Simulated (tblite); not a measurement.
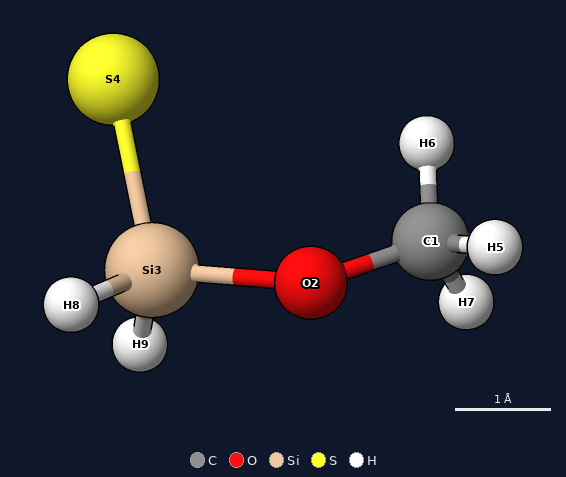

*The structure as given in the input (ball-and-stick view, seen at a tilt; atoms are numbered from 1 in the order of the input).*

Bond lengths as drawn: C–H 1.09 Å, C–O 1.40 Å, H–Si 1.45 to 1.46 Å, O–Si 1.86 Å and S–Si 2.14 Å.

**Run report: CH$_{5}$OSSi, energy and gradient calculation**

- system: CH$_{5}$OSSi, multiplicity 2
- method: GFN1-xTB, R-SCC (tblite 0.8.0)

A bond length was changed on purpose from its optimised value.

The input (run.py)
```python
# GFN1-xTB energy and gradient
import json
import numpy as np
from tblite.interface import Calculator

symbols = ["C", "O", "Si", "S", "H", "H", "H", "H", "H"]
numbers = np.array([6, 8, 14, 16, 1, 1, 1, 1, 1])
positions = np.array([  # bohr
    [-1.848447, 2.281708, 0.946558],
    [0.294484, 1.585722, -0.434397],
    [1.653662, -1.559912, -1.173142],
    [2.061219, -3.786255, 2.167629],
    [-1.733230, 4.306871, 1.309102],
    [-1.928911, 1.269968, 2.744878],
    [-3.564621, 1.876627, -0.129301],
    [4.116749, -0.839038, -2.117967],
    [0.062569, -3.083939, -2.831509],
])

calculator = Calculator("GFN1-xTB", numbers, positions, charge=0, uhf=1)
calculator.set("verbosity", 0)
calculator.set("accuracy", 0.1)
wfn = calculator.singlepoint()

print(f"Energy: {wfn.get('energy'):.8f} Eh")
eps = np.atleast_2d(wfn.get("orbital-energies")) * 27.211386
occ = np.atleast_2d(wfn.get("orbital-occupations"))
filled = occ.sum(axis=0) if eps.shape[0] == 1 else occ[0]
homo = np.nonzero(filled > 0.5)[0].max()
print("  MO   occupation   energy/eV")
for i in range(max(0, homo - 4), min(eps.shape[1], homo + 5)):
    print(f"{i + 1:4d} {filled[i]:10.4f} {eps[0, i]:12.4f}")
mu = wfn.get("dipole") * 2.541746
print(f"dipole: {np.linalg.norm(mu):.4f} D, components " + " ".join(f"{c:.4f}" for c in mu))
q = wfn.get("charges")
g = wfn.get("gradient")
print("atom     charge      dE/dx        dE/dy        dE/dz   (Eh/bohr)")
for i, s in enumerate(symbols):
    print(f"{s:<2}{i + 1:<3} {q[i]:9.4f} {g[i, 0]:12.7f} {g[i, 1]:12.7f} {g[i, 2]:12.7f}")
print(f"gradient norm {np.linalg.norm(g):.6f} Eh/bohr")
out = {k: np.asarray(wfn.get(k)).tolist() for k in ("energy", "gradient", "charges", "dipole", "orbital-energies", "orbital-occupations")}
out.update(symbols=symbols, positions=(positions * 0.529177210903).tolist())
json.dump(out, open("results.json", "w"))
```

Launch command:
```bash
python run.py
```

Output
```
Energy: -15.10203447 Eh
  MO   occupation   energy/eV
   9     2.0000     -12.6957
  10     2.0000     -12.4841
  11     2.0000     -12.0659
  12     1.8378     -11.5586
  13     1.1622     -11.4737
  14     0.0000      -4.9980
  15     0.0000      -4.5976
  16     0.0000      -3.7321
  17     0.0000      -2.8024
dipole: 1.5473 D, components -1.2366 -0.2763 -0.8881
atom     charge      dE/dx        dE/dy        dE/dz   (Eh/bohr)
C 1      0.1867    0.0018090   -0.0047408    0.0002612
O 2     -0.4585   -0.0313790    0.0727867    0.0212630
Si3      0.3898    0.0155515   -0.0372580   -0.0400667
S 4     -0.1130    0.0035990   -0.0158163    0.0239303
H 5      0.0232    0.0019464   -0.0040672   -0.0021108
H 6      0.0187    0.0018485    0.0001136   -0.0032873
H 7      0.0162    0.0033922   -0.0009195   -0.0002866
H 8     -0.0292    0.0052969   -0.0024564    0.0016829
H 9     -0.0338   -0.0020643   -0.0076420   -0.0013861
gradient norm 0.104807 Eh/bohr
```

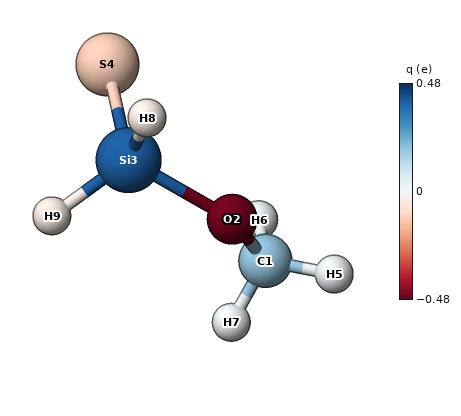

*Mulliken charges, as the colour of each atom (ball-and-stick view, seen at a tilt; atoms are numbered from 1 in the order of the input).*

By element: C +0.19, O −0.46, Si +0.39, S −0.11 and H −0.03 to +0.02 e.

Results in brief

```json
{"quantity": "outcome", "value": "converged"}
{"quantity": "total energy", "value": "−15.102034 hartree"}
{"quantity": "basis functions", "value": "36"}
{"quantity": "largest force", "value": "4.220 eV/Å"}
{"quantity": "dipole moment", "value": "1.55 D"}
{"quantity": "hardware", "value": "1 thread of Intel Xeon @ 2.50GHz (Skylake/Cascade Lake), 189 GiB of memory available, shared host"}
{"quantity": "wall time", "value": "0.81 s"}
{"quantity": "peak memory", "value": "0.066 GiB"}
```

The record of the run, not the program, notes: no spin polarisation.
